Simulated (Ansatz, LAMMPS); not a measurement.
# Amorphous 84HfO2-16La2O3 (mol %) (83 atoms): relaxation and levels of theory

Which bonds does the relaxation leave, and how do the Kohn-Sham gap, forces and pressure change with k-mesh and functional?

Calculated with Ansatz 0.2.0: Kohn-Sham DFT, PBE, PAW (set soft_2), plane waves; cutoff 420 eV, Γ point, fermi-dirac smearing of 0.025 eV.

**The cell**

Density at the start: 7.64 g/cm³. The cell holds 83 atoms: 21 Hf, 8 La and 54 O. Cell: a = 10.753 Å, b = 10.753 Å, c = 10.753 Å, α = 90.0°, β = 90.0°, γ = 90.0°. 83 atoms (21 Zr, 8 Nd, 54 O) placed at random at 5.25 g/cm³, melted at 5000 K for 10 ps at fixed volume with the Morse and Coulomb pair potential with partial charges (Pedone, Malavasi, Menziani, Cormack and Segre, J. Phys. Chem. B 110, 11780 (2006)). Quenched from 5000 K to 300 K at 50 K/ps and fixed volume, held 5 ps, then minimised at fixed cell. Then Zr was replaced by Hf, Nd was replaced by La (the potential has no terms for the new elements, so the cell is a start for a DFT relaxation).

Cell and atoms were relaxed with PBE. The walk converged after 12 steps by the program's count, with a largest force component of 0.0233 eV/Å; it began at an r.m.s. force component of 0.38 eV/Å. The edges went from 10.753, 10.753, 10.753 to 10.570, 10.387, 10.539 Å, and the volume from 14.978 to 13.936 Å³ an atom (-7.0 %).

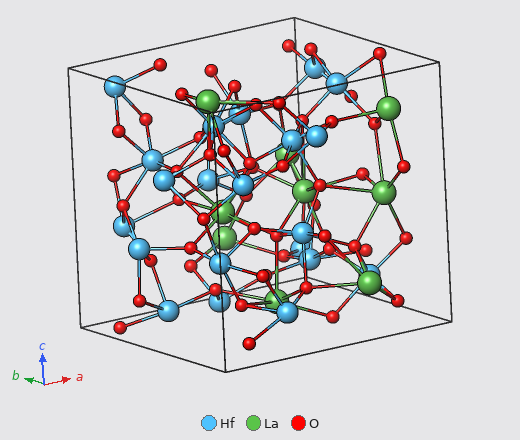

The relaxed cell. Some periodic images of atoms are drawn too.

The input of the reference single point:

```yaml
crystal:
  lattice:
    - [10.56943, -0.07677, 0.09383]
    - [-0.07677, 10.38688, -0.06569]
    - [0.09383, -0.06569, 10.538]
  atoms:
    - { symbol: Hf, position: [0.21707, 0.7872, 0.63923] }
    - { symbol: Hf, position: [0.5711, 0.72856, 0.75891] }
    - { symbol: Hf, position: [0.32639, 0.5226, 0.79454] }
    - { symbol: Hf, position: [0.15089, 0.90344, 0.37884] }
    [... 77 atom lines left out ...]
    - { symbol: O, position: [0.97755, 0.95469, 0.32196] }
    - { symbol: O, position: [0.677, 0.88092, 0.39851] }
kpoints:
  mp_grid: { grid: [1, 1, 1] }
hamiltonian:
  xc: pbe
scf:
  occupations: { method: fermi_dirac, width: 0.025 }
output:
  forces: true
  stress: true
  populations: true
  dos:
    method: { smearing: { sigma: 0.08 } }
    de: 0.05
    projected: { site_lists: { Hf: [Hf], La: [La], O: [O] } }
  eigenvalues: true
  write_density: true
  write_potential: true
  volumetric_format: npy
```

**Bonds after relaxation**

Bonds by pair of elements; cutoffs follow the first minimum of g(r), held within bounds set by covalent radii, and pairs that aren't listed don't count as bonded:

```
pair A-B  cutoff (Å)  bonds  mean length (Å)  spread (Å)  shortest (Å)  B about A  A about B
    O-Hf        2.83    129             2.13       0.104          1.96       2.39       6.14
    O-La        3.19     60             2.60       0.253          2.23       1.11        7.5
```

How many atoms have how many bonded neighbours:

```
element  mean   3   4  5   6  7  8  9
     Hf  6.14   0   0  1  17  2  1  0
     La   7.5   0   0  0   0  5  2  1
      O   3.5  28  25  1   0  0  0  0
```

**Levels of theory**

Single points at the relaxed geometry:

| functional | k-mesh | Kohn-Sham gap (eV) | pressure (GPa) | r.m.s. force component (eV/Å) | SCF cycles | time |
| --- | --- | --- | --- | --- | --- | --- |
| PBE | 1×1×1 | 4.011 | -0.01 | 0.007 | 10 | 38 s |
| PBE | 2×2×2 | 3.995 | 0.01 | 0.017 | 10 | 7 min |
| HSE06 | 1×1×1 | 5.623 | -4.04 | 0.100 | 25 | 13 min |
| r2SCAN | 1×1×1 | 4.514 | -3.86 | 0.089 | 10 | 71 s |
| PBEsol | 1×1×1 | 3.932 | -5.72 | 0.074 | 10 | 36 s |

The gap is that between the highest filled and lowest empty Kohn-Sham level on the run's k-points. Cutoffs: 420 eV for PBE, HSE06 and PBEsol; 500 eV for r2SCAN. Times come from shared hosts and are rough.

**Findings**

By these cutoffs 81 % of Hf atoms have 6, 62 % of La atoms have 7 and 52 % of O atoms have 3 neighbours. The Kohn-Sham gap is 4.01 eV with PBE on the 1×1×1 mesh and 4.00 eV on 2×2×2. On the 1×1×1 mesh HSE06 changes the gap by +1.61 eV against PBE. Carrying that shift over to the 2×2×2 mesh gives 4.00 + 1.61 = 5.61 eV, an estimate that takes the shift to be alike at all k-points. On the reference's mesh the gap changes with r2SCAN by +0.50 eV and PBEsol by -0.08 eV. Against the reference the pressure changes with HSE06 by -4.0 GPa, r2SCAN by -3.9 GPa and PBEsol by -5.7 GPa; a negative change means a smaller volume than PBE would take. The denser mesh moves the energy by -1.2 meV/atom and the pressure by +0.02 GPa.

Limits: All single points share the geometry relaxed with PBE. The volume changed by -7.0 % on relaxing; in so small a cell, on this mesh and at this cutoff, the relaxed density is rough. One sample; tail or defect levels can set the gap of a disordered cell. The quench rate of 50 K/ps is many orders above laboratory rates, so the cell is likely richer in defects and strain than a real sample. The network of bonds at the start is that of the classical potential that made the cell, and needn't be the one that DFT or experiment would give. Spin–orbit coupling is left out, which matters for the levels of the heavy elements. In some runs the program notes that it cut back its work space to fit the memory limit, the exchange threshold is loose for the stress and the SCF threshold is loose for the stress.

[Logs are printed without paths, hosts, clocks, repeated set-up lines and the standing remarks that a program may print on its own settings, such as how far it seeks lower states.]

[Hosts, paths, dates, database ids (printed as entryN), source tags and the programs' standing remarks are cut or masked in the printed files.]
